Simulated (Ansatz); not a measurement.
## Mending a geometry relaxation on ZrH3ClO3F

System: ZrH3ClO3F, multiplicity 2.
Method of run 1: UKS PBE/def2-SVP (Ansatz 0.2.0).

The run did not end well. The input holds or restrains some coordinates. Forces given for the steps count only the free coordinates. Text and figures count atoms from 1; the logs count them from 0 in places.

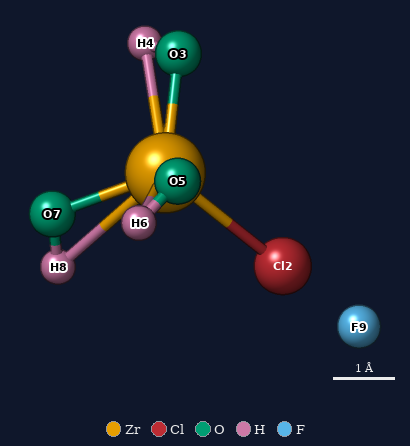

**Figure 1.** The starting structure (ball-and-stick view, seen at a tilt; atoms are numbered from 1 in the order of the input). Sticks mark near contacts.

Input, run 1:
```yaml
crystal:
  periodic: [false, false, false]
  atoms:
    - { symbol: Zr, position_ang: [0.0, 0.0, 0.0] }
    - { symbol: Cl, position_ang: [0.0, 0.0, 2.77] }
    - { symbol: O, position_ang: [1.952, 0.0, -0.6893] }
    - { symbol: H, position_ang: [2.2684, -0.9521, -0.806] }
    - { symbol: O, position_ang: [-0.975, 1.6891, -0.6893] }
    - { symbol: H, position_ang: [-1.9328, 1.4584, -0.9117] }
    - { symbol: O, position_ang: [-0.975, -1.6891, -0.6893] }
    - { symbol: H, position_ang: [-1.4296, -2.1548, 0.0831] }
    - { symbol: F, position_ang: [0.0, 0.0, 4.57] }
magnetization:
  spin_polarized: true
  initial_magnetization: 1
basis:
  gaussian: { orbitals: def2-SVP }
hamiltonian:
  xc: pbe
relax:
  f_tol: 0.15
  max_steps: 25
  restrain:
    - { distance: [1, 8], at: 2.7, k: 30.0 }
    - { distance: [0, 1], at: 2.52, k: 30.0 }
output:
  orbitals: {}
```

Command:
```bash
ansatz run input.yaml --threads 4 --pin off --max-ram 5120MiB --backend cpu --events-out ev --progress --plain --runs-dir out
```

Hardware: 4 threads of AMD EPYC (Zen 3), 32 GiB of memory available, shared host.

Output, shortened to warnings, some set-up lines, iterations and results (run 1):
```
Error: geometry relaxation did not converge after 25 steps: max|allowed force component| = 9.77e-1 eV/Å without the restraints, 9.65e-1 eV/Å with the forces of `relax.restrain` added, the figure compared with `relax.f_tol` (threshold 1.5e-1). Raise `relax.max_steps` over both its present limit and 25, loosen `relax.f_tol`, or start from a geometry closer to equilibrium; or lower a very stiff …
[...]
mean field evaluation 1: about -22667.3826 eV, gradient 7.4e1 eV
mean field evaluation 2: about -22230.3231 eV, gradient 2.8e2 eV
mean field evaluation 4: about -22586.8222 eV, gradient 1.6e2 eV
mean field evaluation 8: about -22688.0740 eV, gradient 3.1e0 eV
mean field evaluation 16: about -22688.0771 eV, gradient 4.3e-3 eV
[... 24 lines ...]
relax step  22: F+E_penalty+E_count = -22690.25637243 eV  Δ(F+E_penalty+E_count) = -7.974e-2 eV  max|allowed force component| = 6.265e-1 eV/Å  E_restraint = 0.00372905 eV  …
mean field evaluation 288: about -22690.2938 eV, gradient 7.4e-4 eV
relax step  23: F+E_penalty+E_count = -22690.29377238 eV  Δ(F+E_penalty+E_count) = -3.740e-2 eV  max|allowed force component| = 6.404e-1 eV/Å  E_restraint = 0.00553379 eV  …
relax step  24: F+E_penalty+E_count = -22690.44205458 eV  Δ(F+E_penalty+E_count) = -1.483e-1 eV  max|allowed force component| = 7.894e-1 eV/Å  E_restraint = 0.00170518 eV  …
relax step  25: F+E_penalty+E_count = -22690.71430828 eV  Δ(F+E_penalty+E_count) = -2.723e-1 eV  max|allowed force component| = 9.768e-1 eV/Å  E_restraint = 0.00852994 eV  …
  distance Cl 1 - F 8 = 2.6777 Å
  distance Zr 0 - Cl 1 = 2.5116 Å
[...]
```

What went wrong, and how is the input to be mended?

The run did not converge: “geometry relaxation did not converge after 25 steps: max|allowed force component| = 9.77e-1 eV/Å without the restraints, 9.65e-1 eV/Å with the forces of `relax.restrain` added, the figure compared with `relax.f_tol` (threshold 1.5e-1). Raise `relax.max_steps` over both its present limit and 25, loosen `relax.f_tol`, or start from a geometry closer to equilibrium …” Its last values are not results.

A run of the same system that converges differs from this input as follows (lines with − go, lines with + come):
```diff
-    - { distance: [1, 8], at: 2.7, k: 30.0 }
-    - { distance: [0, 1], at: 2.52, k: 30.0 }
-output:
-  orbitals: {}
+    - { distance: [1, 8], at: 1.5, k: 30.0 }
+    - { distance: [0, 1], at: 3.72, k: 30.0 }
```

Output, shortened to warnings, some set-up lines, iterations and results (run 2):
```
[...]
mean field evaluation 1: about -22667.3826 eV, gradient 7.4e1 eV
mean field evaluation 2: about -22230.3231 eV, gradient 2.8e2 eV
mean field evaluation 4: about -22586.8222 eV, gradient 1.6e2 eV
mean field evaluation 8: about -22688.0740 eV, gradient 3.1e0 eV
mean field evaluation 16: about -22688.0771 eV, gradient 4.3e-3 eV
[... 10 lines ...]
mean field evaluation 96: about -22687.6036 eV, gradient 4.5e-4 eV
relax step   9: F+E_penalty+E_count = -22687.60362130 eV  Δ(F+E_penalty+E_count) = -3.127e-2 eV  max|allowed force component| = 4.012e0 eV/Å  E_restraint = 0.21521410 eV  …
relax step  10: F+E_penalty+E_count = -22687.44434145 eV  Δ(F+E_penalty+E_count) = +1.593e-1 eV  max|allowed force component| = 4.060e0 eV/Å  E_restraint = 0.21741875 eV  …
relax step  11: F+E_penalty+E_count = -22687.60708522 eV  Δ(F+E_penalty+E_count) = -3.464e-3 eV  max|allowed force component| = 4.050e0 eV/Å  E_restraint = 0.21699175 eV  …
mean field evaluation 128: about -22687.6071 eV, gradient 6.4e-2 eV
mean field -22687.60708522 eV, -833.7541821695 hartree, gradient 2.2e-5 eV, S^2 0.751799; 2 other end points of the search recorded, 0 dependent functions left out
the calculation of the forces begins
reference -22687.60716832 eV, -833.7541852232 hartree; 33, 32 occupied and 87, 88 virtual orbitals, 1224 factors
Total energy: -22687.60716832 eV, -833.7541852232 hartree
Atom 0 at    -0.144163    -0.239778    -0.458512 Å, force     0.009678     0.014313     0.460772 eV/Å
Atom 1 at    -0.008090     0.048121     3.231292 Å, force    -0.132060    -0.303967    -4.050051 eV/Å
Atom 2 at     1.761918    -0.293408    -0.733720 Å, force     0.025293    -0.012567     0.022156 eV/Å
Atom 3 at     2.716932    -0.367331    -0.874260 Å, force    -0.069271     0.017260    -0.005717 eV/Å
Atom 4 at    -1.086502     1.419548    -0.722387 Å, force    -0.016015    -0.005279     0.024637 eV/Å
Atom 5 at    -1.610517     2.223119    -0.848954 Å, force     0.035886    -0.029953    -0.012719 eV/Å
Atom 6 at    -1.133213    -1.891620    -0.413691 Å, force     0.019749     0.041868     0.017528 eV/Å
Atom 7 at    -1.635359    -2.717673    -0.387129 Å, force     0.007687     0.009697    -0.016272 eV/Å
Atom 8 at     0.046995     0.170522     4.844860 Å, force     0.119054     0.268627     3.559666 eV/Å
Dipole moment:    -0.059134    -0.104069    -0.967734 e Å
```

The two runs side by side:

| quantity | run 1 | run 2 |
| --- | --- | --- |
| outcome | not converged | converged |
| total energy (hartree) | – | −833.754185 |
| ⟨S²⟩ | – | 0.752 |
| largest force (eV/Å) | – | 4.064 |
| basis functions | – | 120 |
| wall time (shared host) | 94 s | 35 s |
